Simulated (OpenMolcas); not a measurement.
# doublet C2H4O2Si+: levels of theory compared

Aim: a comparison of 6 runs (UHF/STO-3G, UB3LYP/6-31G*, UBHLYP/cc-pVDZ, UPBE/cc-pVDZ, UPBE0/cc-pVDZ, UTPSS/cc-pVDZ) of doublet C2H4O2Si+. 

Program for the calculation: OpenMolcas 26.06.

## (1) The molecule

C2H4O2Si+: 9 atoms, total charge +1, spin state doublet. SMILES of the parent species: `C=C1O[SiH2]O1`. The coordinates come from a PBE0-D4/def2-TZVP relaxation. That shape belongs to the parent species and isn't relaxed for this state.

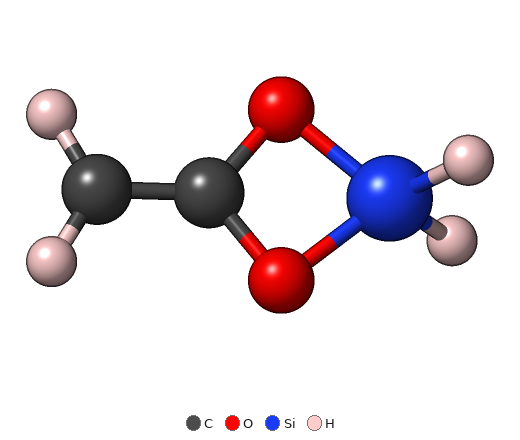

Viewed from a chosen angle; carbon dark grey, oxygen red, silicon blue, hydrogen pink.

## (2) The energy at UHF/STO-3G (run 1)

Contents of test.input:

```
>>> EXPORT MOLCAS_PRINT=2

&GATEWAY
 BASLIB=$CurrDir
 BASISSET
 C.STO-3G....
 C1 0.527300 1.358500 -1.129600 angstrom
 C2 0.157300 0.383100 -0.322900 angstrom
 End of Basis
 BASISSET
 O.STO-3G....
 O3 -0.585200 0.473600 0.838200 angstrom
 O5 0.421700 -0.967300 -0.442100 angstrom
 End of Basis
 BASISSET
 Si.STO-3G....
 Si4 -0.440000 -1.190500 0.978300 angstrom
 End of Basis
 BASISSET
 H.STO-3G....
 H6 0.243100 2.374800 -0.904500 angstrom
 H7 1.111300 1.132600 -2.008400 angstrom
 H8 -1.701100 -1.949600 0.840800 angstrom
 H9 0.354100 -1.661500 2.132900 angstrom
 End of Basis

&SEWARD

&SCF
 UHF
 CHARGE=1
 SPIN=2
 THRESHOLDS=1e-10 1e-07 1e-07 1e-05
 PRORBITALS=0
```

The basis set STO-3G is read from a file made from the Basis Set Exchange's data (not shown).

Command:

```
$ export MOLCAS_MEM=1860
$ pymolcas test.input > test.log
```

The log of the run:

```text
--- Start Module: gateway ---
[...]
--- Stop Module: gateway /rc=_RC_ALL_IS_WELL_ ---
--- Start Module: seward ---
[...]
      Basis functions           33
--- Stop Module: seward /rc=_RC_ALL_IS_WELL_ ---
--- Start Module: scf ---
[...]
       Convergence after  33 Iterations
[...]
::    Total SCF energy                               -510.2179891754
[...]
      Total spin, S                                     0.5133014137
[...]
      Total electronic charge=   45.000000
      Total            charge=    1.000000
[...]
      Dipole Moment (debye):
      Origin of the operator (angstrom)=   -0.0762   -0.2319    0.1856
                   X=  1.3487E-01               Y=  3.5698E-01               Z= -2.9528E-01           Total=  4.8251E-01
      Center of Charge (angstrom)
[...]
--- Stop Module: scf /rc=_RC_ALL_IS_WELL_ ---
[...]
```

It took 1.6 s on 1 thread of Intel Xeon 6975P-C (Granite Rapids), shared host; peak memory 0.37 GiB.

## (3) The energy at UB3LYP/6-31G(d) (spherical functions) (run 2)

Contents of job.input:

```
&gateway
  baslib
  $CurrDir
  coord
  9
  angstrom
  C        0.527300       1.358500      -1.129600
  C        0.157300       0.383100      -0.322900
  O       -0.585200       0.473600       0.838200
  Si      -0.440000      -1.190500       0.978300
  O        0.421700      -0.967300      -0.442100
  H        0.243100       2.374800      -0.904500
  H        1.111300       1.132600      -2.008400
  H       -1.701100      -1.949600       0.840800
  H        0.354100      -1.661500       2.132900
  basis
  6-31Gs
  group
  NoSym

&seward
  gridinput
  Grid=UltraFine
  End of Grid

&scf
  uhf
  charge
  1
  spin
  2
  ksdft
  B3LYP
  thresholds
  1e-10 1e-07 1e-07 1e-05
  prorbitals
  1
```

The basis set 6-31G* is read from a file made from the Basis Set Exchange's data (not shown).

Command:

```
$ export MOLCAS_MEM=1860
$ pymolcas job.input > job.log
```

The log of the run:

```text
--- Start Module: gateway ---
[...]
--- Stop Module: gateway /rc=_RC_ALL_IS_WELL_ ---
--- Start Module: seward ---
[...]
      Basis functions           82
--- Stop Module: seward /rc=_RC_ALL_IS_WELL_ ---
[...]
--- Start Module: scf ---
[...]
       Convergence after  21 Iterations
[...]
::    Total KS-DFT energy                            -518.2464942990
[...]
      Total spin, S                                     0.5019342272
[...]
      Total electronic charge=   45.000000
      Total            charge=    1.000000
[...]
      Dipole Moment (debye):
      Origin of the operator (angstrom)=   -0.0762   -0.2319    0.1856
                   X=  4.5522E-01               Y=  1.2009E+00               Z= -9.9342E-01           Total=  1.6237E+00
      Center of Charge (angstrom)
[...]
--- Stop Module: scf /rc=_RC_ALL_IS_WELL_ ---
[...]
```

Run time: 38 s. Hardware: 1 thread of Intel Xeon 6975P-C (Granite Rapids), shared host; peak memory 0.46 GiB.

Runs 3 to 5 aren't shown in full; the table further down has their settings and results.

## (4) A single-point energy at UTPSS/cc-pVDZ (run 6)

Contents of run.inp:

```
* C2H4O2Si Kohn-Sham DFT
&GATEWAY
BasLib=$CurrDir
Coord
9
angstrom
C        0.527300       1.358500      -1.129600
C        0.157300       0.383100      -0.322900
O       -0.585200       0.473600       0.838200
Si      -0.440000      -1.190500       0.978300
O        0.421700      -0.967300      -0.442100
H        0.243100       2.374800      -0.904500
H        1.111300       1.132600      -2.008400
H       -1.701100      -1.949600       0.840800
H        0.354100      -1.661500       2.132900
Basis=cc-pVDZ
Group=NoSym
&SEWARD
GridInput
Grid=UltraFine
End of Grid
&SCF
UHF
Charge=1
Spin=2
KSDFT=2
1.0 MGGA_X_TPSS
1.0 MGGA_C_TPSS
Thresholds=1e-10 1e-07 1e-07 1e-05
PrOrbitals=1 2
```

The basis set cc-pVDZ is read from a file made from the Basis Set Exchange's data (not shown).

Command:

```
$ export MOLCAS_MEM=1860
$ pymolcas run.inp > run.log
```

The log of the run:

```text
--- Start Module: gateway ---
[...]
--- Stop Module: gateway /rc=_RC_ALL_IS_WELL_ ---
--- Start Module: seward ---
[...]
      Basis functions           94
--- Stop Module: seward /rc=_RC_ALL_IS_WELL_ ---
[...]
--- Start Module: scf ---
[...]
       Convergence after  23 Iterations
[...]
::    Total KS-DFT energy                            -518.3198026021
[...]
      Total spin, S                                     0.5019283933
[...]
      Total electronic charge=   45.000000
      Total            charge=    1.000000
[...]
      Dipole Moment (debye):
      Origin of the operator (angstrom)=   -0.0762   -0.2319    0.1856
                   X=  3.7731E-01               Y=  9.9559E-01               Z= -8.2363E-01           Total=  1.3461E+00
      Center of Charge (angstrom)
[...]
--- Stop Module: scf /rc=_RC_ALL_IS_WELL_ ---
[...]
```

Run time: 90 s. Hardware: 1 thread of Intel Xeon 6975P-C (Granite Rapids), shared host; peak memory 0.52 GiB.

## (5) The series

| run | level | integration grid | energy (Eh) | HOMO energy (eV) | LUMO energy (eV) | ⟨S²⟩ | wall time |
| --- | --- | --- | --- | --- | --- | --- | --- |
| 1 | UHF/STO-3G | – | -510.217989 | -16.32 | -4.48 | 0.777 | 1.6 s |
| 2 | UB3LYP/6-31G* (spherical functions) | UltraFine | -518.246494 | -14.09 | -11.17 | 0.754 | 38 s |
| 3 | UBHLYP/cc-pVDZ | UltraFine | -518.130675 | -15.66 | -9.88 | 0.756 | 50 s |
| 4 | UPBE/cc-pVDZ | UltraFine | -517.846800 | -12.93 | -11.78 | 0.753 | 63 s |
| 5 | UPBE0/cc-pVDZ | UltraFine | -517.878001 | -14.40 | -10.92 | 0.755 | 53 s |
| 6 | UTPSS/cc-pVDZ | UltraFine | -518.319803 | -13.11 | -11.67 | 0.754 | 90 s |

## (6) Results

```
                                 quantity          value
                      run 6: total energy  -518.31980 Eh
run 6: HOMO energy (highest over α and β)      -13.11 eV
 run 6: LUMO energy (lowest over α and β)      -11.67 eV
                              run 6: ⟨S²⟩          0.754
```

What this shows: Totals of different functionals can't be ranked against each other. In run 1 the basis is minimal, so the values are rough. All runs together took 4.9 min, the longest 90 s.
